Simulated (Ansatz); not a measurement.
```yaml
crystal:
  periodic: [false, false, false]
  atoms:
    - {symbol: Si, position_ang: [-0.993869, 0.106590, -0.174582]}
    - {symbol: H, position_ang: [-0.824579, -0.479372, -1.529760]}
    - {symbol: H, position_ang: [-2.133625, 1.059274, -0.197069]}
    - {symbol: H, position_ang: [-1.294081, -0.986265, 0.786641]}
    - {symbol: As, position_ang: [1.054814, 1.105238, 0.458802]}
    - {symbol: H, position_ang: [0.833347, 2.286064, -0.476736]}
    - {symbol: H, position_ang: [0.404267, 1.833024, 1.627406]}
basis:
  gaussian: {orbitals: def2-TZVPP}
hamiltonian: {xc: pbe, dispersion: d4}
```

What structure does this define?

Formula AsH₅Si. This geometry has Cs symmetry. Coordination: 1 Si tetrahedral; 1 As trigonal pyramidal.

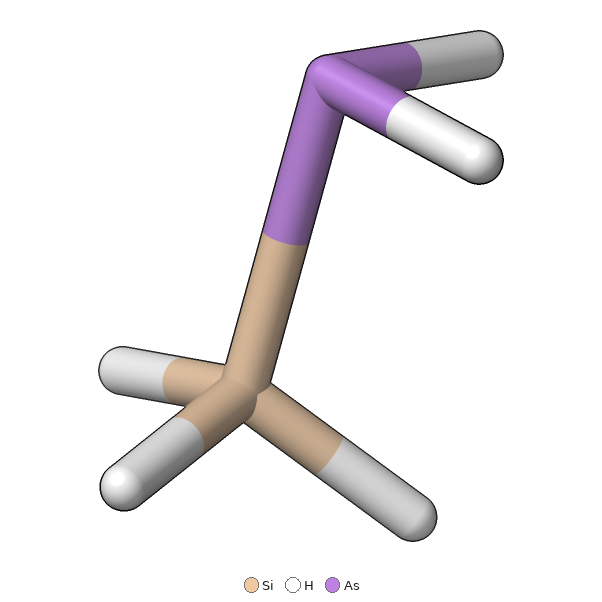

Figure made from data computed with Ansatz.
